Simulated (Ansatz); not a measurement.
# BCl₂F + HCl + HF: a complex and its separated parts, part 3 of 3

Ansatz 0.2.0, Gaussian basis.

## 19. RPA on PBE/def2-TZVPP

The inputs:

parta/in.yaml

```yaml
crystal:
  periodic: [false, false, false]
  atoms:
    - {symbol: B, position_ang: [-1.063577, -1.033334, -0.038802]}
    - {symbol: Cl, position_ang: [-0.934697, -2.479730, -0.995074]}
    - {symbol: Cl, position_ang: [-1.118109, -1.094755, 1.697930]}
    - {symbol: F, position_ang: [-1.120852, 0.129103, -0.640601]}
basis:
  gaussian: {orbitals: def2-TZVPP}
hamiltonian: {xc: pbe}
correlation: {method: rpa}
```

partb/in.yaml

```yaml
crystal:
  periodic: [false, false, false]
  atoms:
    - {symbol: Cl, position_ang: [2.219404, -0.379716, -0.021316]}
    - {symbol: H, position_ang: [1.820018, 0.829860, 0.091475]}
basis:
  gaussian: {orbitals: def2-TZVPP}
hamiltonian: {xc: pbe}
correlation: {method: rpa}
```

partc/in.yaml

```yaml
crystal:
  periodic: [false, false, false]
  atoms:
    - {symbol: H, position_ang: [-0.268434, 1.768405, -0.174285]}
    - {symbol: F, position_ang: [0.466146, 2.260167, 0.080673]}
basis:
  gaussian: {orbitals: def2-TZVPP}
hamiltonian: {xc: pbe}
correlation: {method: rpa}
```

One command serves all of them, each in its own folder.

Run with:

```console
$ ansatz run in.yaml --threads 8 --pin off --events-out ev --progress --plain --max-ram 19148MiB
```

Log of parta, cut to the lines that bear on the results:

```text
Functional definition: PBE
  name "PBE"
  cite "Perdew, Burke & Ernzerhof, Phys. Rev. Lett. 77, 3865 (1996) doi:10.1103/PhysRevLett.77.3865"
  parent pbe
[...]
909 factors; integrals over basis functions are off by at most 1.7e-3 eV
[...]
mean field -28430.69404249 eV, -1044.8087350449 hartree, gradient 7.2e-6 eV, S^2 0.000000; 0 other end points of the search recorded, 0 dependent functions left out
12 core orbitals not correlated: weight in the atoms' cores, before any rotation towards them, 1.000 or more for the frozen orbitals, at most 0.000 for the correlated occupied ones
reference -28389.69053368 eV, -1043.3018838892 hartree; 12, 12 occupied and 122, 122 virtual orbitals, 909 factors
Total energy: -28420.46192116 eV, -1044.4327115218 hartree
```

Log of partb, cut to the lines that bear on the results:

```text
[... 4 set-up lines as earlier in the session ...]
[...]
322 factors; integrals over basis functions are off by at most 1.4e-3 eV
[...]
mean field -12534.30960514 eV, -460.6273819288 hartree, gradient 3.3e-6 eV, S^2 0.000000; 0 other end points of the search recorded, 0 dependent functions left out
5 core orbitals not correlated: weight in the atoms' cores, before any rotation towards them, 1.000 or more for the frozen orbitals, at most 0.000 for the correlated occupied ones
reference -12519.65927543 eV, -460.0889922421 hartree; 4, 4 occupied and 47, 47 virtual orbitals, 322 factors
Total energy: -12529.02201520 eV, -460.4330665825 hartree
```

partc printed, cut to the lines that bear on the results:

```text
[... 4 set-up lines as earlier in the session ...]
[...]
287 factors; integrals over basis functions are off by at most 1.0e-3 eV
[...]
mean field -2731.84356358 eV, -100.3933992514 hartree, gradient 9.2e-7 eV, S^2 0.000000; 0 other end points of the search recorded, 0 dependent functions left out
1 core orbitals not correlated: weight in the atoms' cores, before any rotation towards them, 1.000 or more for the frozen orbitals, at most 0.000 for the correlated occupied ones
reference -2722.68127801 eV, -100.0566914672 hartree; 4, 4 occupied and 40, 40 virtual orbitals, 287 factors
Total energy: -2733.63265449 eV, -100.4591471297 hartree
```

Wall times: 0.8 s (parta), 0.2 s (partb), 0.15 s (partc) on 8 threads of Arm Neoverse V2, shared host.

## 20. CCSD(T)/def2-TZVPP

Each input of step 19 (parta, partb, partc) changes in the same lines:

```diff
-hamiltonian: {xc: pbe}
-correlation: {method: rpa}
+correlation: {method: ccsd_t}
```

The same command starts each run, in its folder.

Run with:

```console
$ ansatz run in.yaml --threads 8 --pin off --events-out ev --progress --plain --max-ram 19148MiB
```

Log of parta, cut to the lines that bear on the results:

```text
Functional definition: HF
  name "HF"
  cite "Fock, Z. Phys. 61, 126 (1930) doi:10.1007/BF01340294"
[... 1 set-up line as earlier in the session ...]
[...]
909 factors; integrals over basis functions are off by at most 1.7e-3 eV
[...]
mean field -28390.96622010 eV, -1043.3487645006 hartree, gradient 1.2e-6 eV, S^2 0.000000; 0 other end points of the search recorded, 0 dependent functions left out
12 core orbitals not correlated: weight in the atoms' cores, before any rotation towards them, 1.000 or more for the frozen orbitals, at most 0.000 for the correlated occupied ones
reference -28390.96622010 eV, -1043.3487645006 hartree; 12, 12 occupied and 122, 122 virtual orbitals, 909 factors
second order -19.51810912 eV of doubles, -0.00000000 eV of singles
cycle   1  -19.89673538 eV  change   -3.8e-1 eV  update   8.8e-2
[...]
cycle   8  -20.36500459 eV  change    6.4e-6 eV  update   2.4e-5
perturbative correction -0.80342723 eV, -0.0295254062 hartree
Total energy: -28412.13465192 eV, -1044.1266900215 hartree
```

partb printed, cut to the lines that bear on the results:

```text
[... 4 set-up lines as earlier in the session ...]
[...]
322 factors; integrals over basis functions are off by at most 1.4e-3 eV
[...]
mean field -12519.93381752 eV, -460.0990814779 hartree, gradient 2.9e-6 eV, S^2 0.000000; 0 other end points of the search recorded, 0 dependent functions left out
5 core orbitals not correlated: weight in the atoms' cores, before any rotation towards them, 1.000 or more for the frozen orbitals, at most 0.000 for the correlated occupied ones
reference -12519.93381752 eV, -460.0990814779 hartree; 4, 4 occupied and 47, 47 virtual orbitals, 322 factors
second order -5.53924836 eV of doubles, -0.00000000 eV of singles
cycle   1  -5.96027448 eV  change   -4.2e-1 eV  update   3.9e-2
[...]
cycle   7  -6.10181174 eV  change   -5.9e-6 eV  update   7.9e-6
perturbative correction -0.21572010 eV, -0.0079275674 hartree
Total energy: -12526.25134936 eV, -460.3312464908 hartree
```

Output in partc, cut to the lines that bear on the results:

```text
[... 4 set-up lines as earlier in the session ...]
[...]
287 factors; integrals over basis functions are off by at most 1.0e-3 eV
[...]
mean field -2722.91273641 eV, -100.0651974064 hartree, gradient 4.5e-6 eV, S^2 0.000000; 0 other end points of the search recorded, 0 dependent functions left out
1 core orbitals not correlated: weight in the atoms' cores, before any rotation towards them, 1.000 or more for the frozen orbitals, at most 0.000 for the correlated occupied ones
reference -2722.91273641 eV, -100.0651974064 hartree; 4, 4 occupied and 40, 40 virtual orbitals, 287 factors
second order -7.36483068 eV of doubles, -0.00000000 eV of singles
cycle   1  -7.29619797 eV  change    6.9e-2 eV  update   3.9e-2
[...]
cycle   8  -7.43087459 eV  change    9.6e-7 eV  update   3.3e-6
perturbative correction -0.17033533 eV, -0.0062597079 hartree
Total energy: -2730.51394633 eV, -100.3445367189 hartree
```

They took 4.4 s (parta), 0.2 s (partb), 0.15 s (partc) on 8 threads of Arm Neoverse V2, shared host; peak memory 0.89 GiB.

## 21. Vibrations of BCl₂F

Input file vib-parta/in.yaml:

```yaml
crystal:
  periodic: [false, false, false]
  atoms:
    - {symbol: B, position_ang: [-1.063577, -1.033334, -0.038802]}
    - {symbol: Cl, position_ang: [-0.934697, -2.479730, -0.995074]}
    - {symbol: Cl, position_ang: [-1.118109, -1.094755, 1.697930]}
    - {symbol: F, position_ang: [-1.120852, 0.129103, -0.640601]}
basis:
  gaussian: {orbitals: def2-TZVP}
hamiltonian: {xc: pbe0, dispersion: d4}
phonons: {temperatures: {t_min: 298.15, t_max: 900, t_step: 200}}
```

Run with:

```console
$ ansatz run in.yaml --threads 8 --pin off --events-out ev --progress --plain --max-ram 19148MiB
```

Output, cut to the lines that bear on the results:

```text
[... 5 set-up lines as earlier in the session ...]
[...]
861 factors; their error is unknown
[...]
mean field -28432.80153249 eV, -1044.8861838738 hartree, gradient 4.4e-5 eV, S^2 0.000000; 0 other end points of the search recorded, 0 dependent functions left out
[...]
Atom 1 at    -0.934697    -2.479730    -0.995074 Å, force     0.000073    -0.001510    -0.000498 eV/Å
Atom 2 at    -1.118109    -1.094755     1.697930 Å, force    -0.000102    -0.000236     0.002150 eV/Å
Atom 3 at    -1.120852     0.129103    -0.640601 Å, force    -0.000103     0.000637     0.000053 eV/Å
Dipole moment:     0.002696    -0.054883     0.028490 e Å
Vibrations: 265.48 364.56 526.37 565.33 1009.12 1347.19 cm⁻¹, zero-point energy 0.252807 eV
```

Wall time 10 s (8 threads of Arm Neoverse V2, shared host).

The modes, with what each moves most:

```tsv
mode	wavenumber (cm⁻¹)	character
1	265	bend
2	365	bend
3	526	out-of-plane bend
4	565	B–Cl stretch
5	1009	B–Cl stretch
6	1347	B–F stretch
```

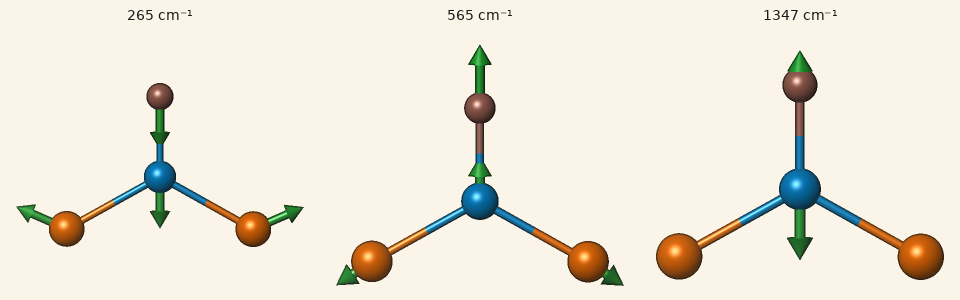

Displacements of 3 modes, as arrows.

Vibrational sums (real modes only):

```tsv
T (K)	entropy (J/mol/K)	heat capacity (J/mol/K)
298	16.5	25.4
498	32.4	36.0
698	45.5	41.4
898	56.3	44.3
```

## 22. Vibrations of HCl

Input file vib-partb/in.yaml:

```yaml
crystal:
  periodic: [false, false, false]
  atoms:
    - {symbol: Cl, position_ang: [2.219404, -0.379716, -0.021316]}
    - {symbol: H, position_ang: [1.820018, 0.829860, 0.091475]}
basis:
  gaussian: {orbitals: def2-TZVP}
hamiltonian: {xc: pbe0, dispersion: d4}
phonons: {temperatures: {t_min: 298.15, t_max: 900, t_step: 200}}
```

Run with:

```console
$ ansatz run in.yaml --threads 8 --pin off --events-out ev --progress --plain --max-ram 19148MiB
```

Output, cut to the lines that bear on the results:

```text
[... 5 set-up lines as earlier in the session ...]
[...]
312 factors; their error is unknown
[...]
mean field -12535.31645837 eV, -460.6643831024 hartree, gradient 4.2e-5 eV, S^2 0.000000; 0 other end points of the search recorded, 0 dependent functions left out
[...]
reference -12535.31636764 eV, -460.6643797683 hartree; 9, 9 occupied and 34, 34 virtual orbitals, 312 factors
Total energy: -12535.32105156 eV, -460.6645518990 hartree
Atom 0 at     2.219404    -0.379716    -0.021316 Å, force     0.000797    -0.002414    -0.000225 eV/Å
Atom 1 at     1.820018     0.829860     0.091475 Å, force    -0.000797     0.002414     0.000225 eV/Å
Dipole moment:    -0.082014     0.248385     0.023162 e Å
Vibrations: 2997.64 cm⁻¹, zero-point energy 0.185830 eV
```

It took 0.8 s on 8 threads of Arm Neoverse V2, shared host.

The modes, with what each moves most:

```tsv
mode	wavenumber (cm⁻¹)	character
1	2998	Cl–H stretch
```

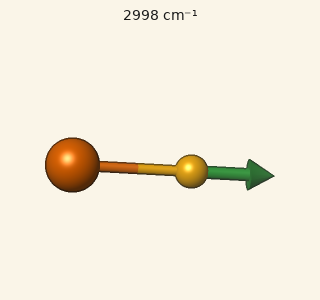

How the atoms move in 1 of the modes.

Vibrational sums (real modes only):

```tsv
T (K)	entropy (J/mol/K)	heat capacity (J/mol/K)
298	0.0	0.0
498	0.0	0.1
698	0.1	0.7
898	0.4	1.6
```

## 23. Vibrations of HF

Input file vib-partc/in.yaml:

```yaml
crystal:
  periodic: [false, false, false]
  atoms:
    - {symbol: H, position_ang: [-0.268434, 1.768405, -0.174285]}
    - {symbol: F, position_ang: [0.466146, 2.260167, 0.080673]}
basis:
  gaussian: {orbitals: def2-TZVP}
hamiltonian: {xc: pbe0, dispersion: d4}
phonons: {temperatures: {t_min: 298.15, t_max: 900, t_step: 200}}
```

Run with:

```console
$ ansatz run in.yaml --threads 8 --pin off --events-out ev --progress --plain --max-ram 19148MiB
```

Output, cut to the lines that bear on the results:

```text
[... 5 set-up lines as earlier in the session ...]
[...]
200 factors; their error is unknown
[...]
mean field -2731.80169995 eV, -100.3918607914 hartree, gradient 6.9e-6 eV, S^2 0.000000; 0 other end points of the search recorded, 0 dependent functions left out
[...]
reference -2731.80151359 eV, -100.3918539429 hartree; 5, 5 occupied and 32, 32 virtual orbitals, 200 factors
Total energy: -2731.80322167 eV, -100.3919167136 hartree
Atom 0 at    -0.268434     1.768405    -0.174285 Å, force    -0.001494    -0.001000    -0.000519 eV/Å
Atom 1 at     0.466146     2.260167     0.080673 Å, force     0.001494     0.001000     0.000519 eV/Å
Dipole moment:    -0.320025    -0.214240    -0.111074 e Å
Vibrations: 4153.34 cm⁻¹, zero-point energy 0.257474 eV
```

Wall time 0.6 s (8 threads of Arm Neoverse V2, shared host).

Wavenumbers and character of the modes:

```tsv
mode	wavenumber (cm⁻¹)	character
1	4153	F–H stretch
```

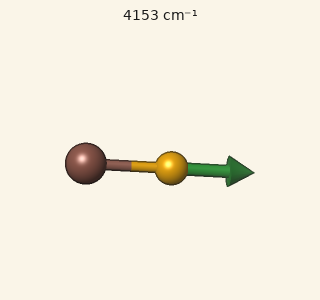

Displacements of 1 modes, as arrows.

Vibrational sums (real modes only):

```tsv
T (K)	entropy (J/mol/K)	heat capacity (J/mol/K)
298	0.0	0.0
498	0.0	0.0
698	0.0	0.1
898	0.1	0.5
```

## 24. Complex less separated parts

The complex's own energies come from single points at the same levels.

Rows are in def2-TZVPP; times add the 4 runs of a level on a shared host, so small differences are noise.

Differences are taken before rounding.

```tsv
method	rung	complex less parts (eV)	from CCSD(T) (eV)	time
SPW92	LDA	-0.616	-0.300	1.2 s
PBE-D4	GGA	-0.417	-0.101	1.6 s
BLYP-D4	GGA	-0.397	-0.082	1.8 s
r2SCAN-D4	meta-GGA	-0.395	-0.079	3.9 s
B97M-V	meta-GGA	-0.394	-0.079	6.2 s
PBE0-D4	hybrid	-0.376	-0.061	2.5 s
B3LYP-D4	hybrid	-0.388	-0.072	2.4 s
r2SCAN0-D4	hybrid	-0.374	-0.059	4.3 s
BHLYP-D4	hybrid	-0.388	-0.073	2.5 s
CAM-B3LYP-D4	range-separated hybrid	-0.415	-0.099	2.8 s
wB97X-V	range-separated hybrid	-0.375	-0.059	5.3 s
wB97M-V	range-separated hybrid	-0.385	-0.069	6.3 s
B2PLYP	double hybrid	-0.288	+0.028	3.9 s
PBE-QIDH	double hybrid	-0.304	+0.012	4.1 s
RPA on PBE	RPA	-0.259	+0.057	3.8 s
Hartree-Fock	wavefunction	-0.101	+0.215	
MP2	wavefunction	-0.335	-0.020	
CCSD	wavefunction	-0.279	+0.036	
CCSD(T)	wavefunction	-0.316	0	1.8 min
```

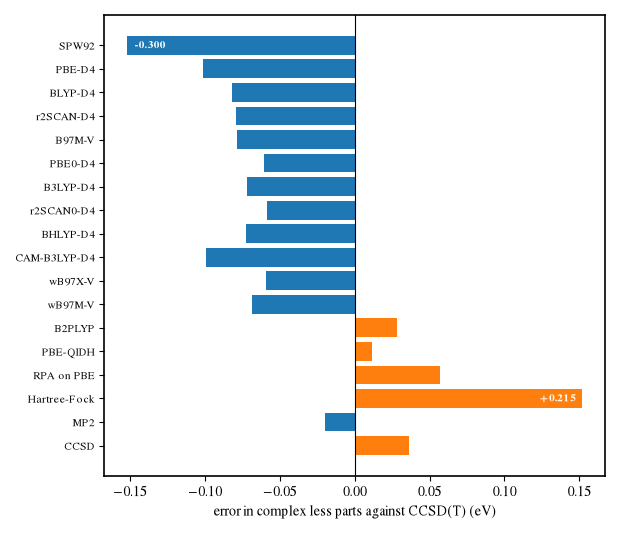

How far each level lands from CCSD(T). Bars with a number in them are cut short.

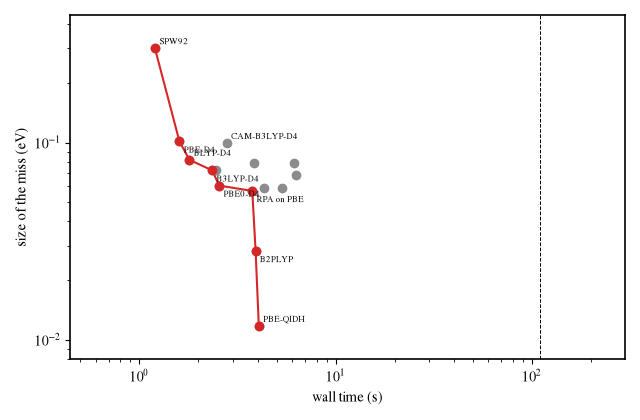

Accuracy for the time spent; red marks the levels that beat every quicker one drawn (of those quicker than the yardstick), and the dashed line is the time of CCSD(T). Only those levels and the largest misses are named. Times are from a shared host.

For cost: PBE-QIDH gets within 0.012 eV in 4.1 s, where CCSD(T) took 1.8 min; the quickest level in the cost chart, SPW92, takes 1.2 s and misses by 0.300 eV.

The complex's zero-point energy, from a separate PBE0-D4 run, is 0.801 eV.

## 25. Results

This closing draws on all 3 parts.

```
                              quantity      value
complex less parts, CCSD(T)/def2-TZVPP  -0.316 eV
                with zero-point energy  -0.211 eV
                 largest T1 diagnostic      0.012
```

**Reading.** At CCSD(T) the complex lies 0.316 eV below its parts. The functionals run from PBE-QIDH, off by +0.012 eV, to SPW92, off by -0.300 eV, against CCSD(T). Mean unsigned error by rung: LDA 0.300, GGA 0.091, meta-GGA 0.079, hybrid 0.066, range-separated hybrid 0.076, double hybrid 0.020 eV. PBE-D4 gives a relative energy 0.101 eV too low, outside chemical accuracy (1 kcal/mol, 0.043 eV). No counterpoise was applied, and triple zeta lacks some correlation, so the CCSD(T) reference has a basis error of its own, and close matches with it are partly luck.
